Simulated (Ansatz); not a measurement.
AlH5N2···H2

The calculation's input:

```
crystal:
  periodic: [false, false, false]
  atoms:
    - { symbol: Al, position_ang: [0.09764, 0.645354, -0.423526] }
    - { symbol: H, position_ang: [0.040799, -0.130682, 2.227927] }
    - { symbol: "N", position_ang: [1.66917, -0.012899, -0.896671] }
    - { symbol: H, position_ang: [1.81014, -0.88671, -1.365811] }
    - { symbol: H, position_ang: [2.554232, 0.42207, -0.718934] }
    - { symbol: H, position_ang: [-1.238914, -0.083386, -0.820207] }
    - { symbol: "N", position_ang: [0.018083, 2.246612, 0.524478] }
    - { symbol: H, position_ang: [0.81513, 2.800991, 0.775585] }
    - { symbol: H, position_ang: [-0.821458, 2.782321, 0.639265] }
    - { symbol: H, position_ang: [0.004878, 0.561229, 2.050696] }
basis:
  gaussian: { orbitals: def2-SVP }
hamiltonian:
  xc: hf
relax:
  f_tol: 0.03
  max_steps: 50
output:
  orbitals: {}
```

Launched as:

```sh
ansatz run input.yaml --threads 2 --pin off --max-ram 3072MiB --backend cpu --events-out ev --progress --plain --runs-dir out
```

The fields are those of the run's last geometry, not of the input's.

Method: RHF/def2-SVP in Ansatz 0.2.0.

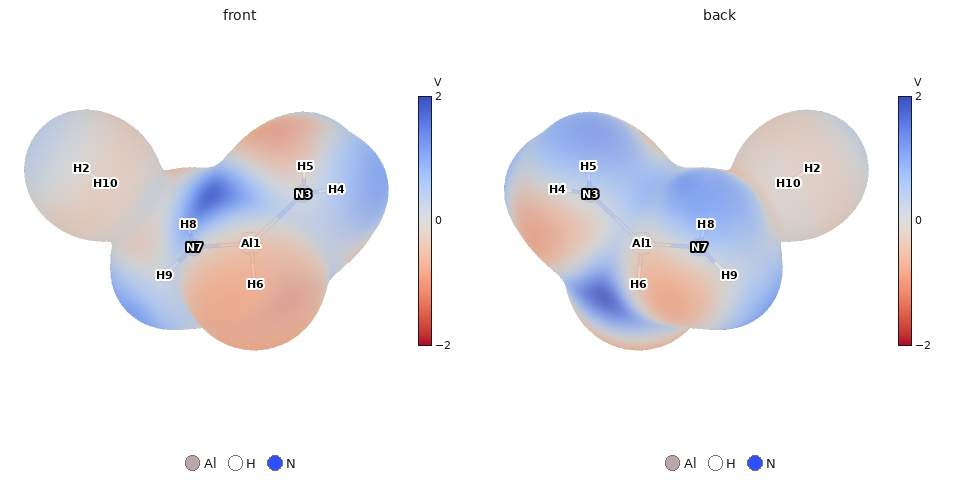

Figure 1. The molecular electrostatic potential painted on the density surface at 0.001 e/bohr³, seen from the front and from behind; the colour scale runs from red (negative) to blue (positive).

Describe the electrostatic potential map.

The most negative region (about −0.8 V) lies over N3 and H6, the most positive (about +1.6 V) over Al1.

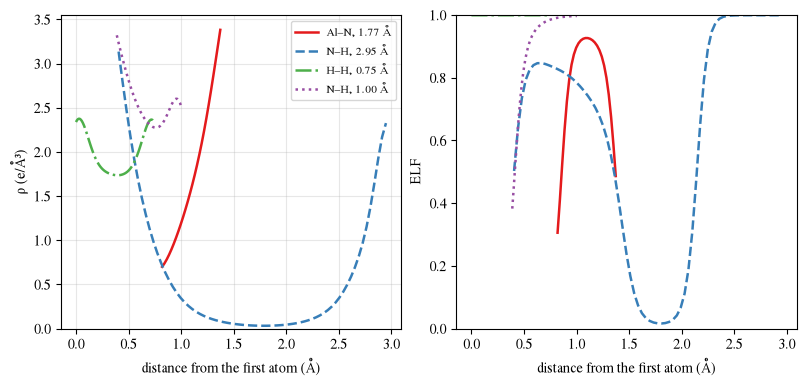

Figure 2. Total electron density and ELF along straight lines between neighbouring atoms. The curves leave out the atomic cores.

Compare the contacts.

Al–N (1.77 Å): the density is about 0.84 e/Å³ at the midpoint; the ELF peaks at about 0.95 between the atoms; a shared but strongly polarised pair.
N7···H10 (2.95 Å): the density falls to about 0.03 e/Å³ on the way; the ELF dips to about 0 between them (a weak contact between the two molecules).
H–H (0.75 Å): ρ is about 1.7 e/Å³ halfway; the ELF peaks at about 1 between the atoms.
N–H (1.00 Å): ρ at the midpoint is about 2.8 e/Å³; the ELF climbs to about 1 towards the hydrogen, as it does in any bond to H (a covalent bond by its length).

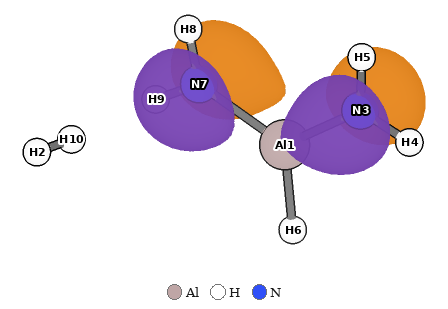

Figure 3. The HOMO−1 at ±0.15 Å⁻³ᐟ² (orange and purple are the two phases), seen from one side.

Where does this orbital lie, and at what energy?

By Hirshfeld shares it lies mainly on N7 (about 35 %), N3 (about 35 %) and Al1 (about 15 %); largely a combination of lone pairs on N7 and N3. Its energy is −11.06 eV.
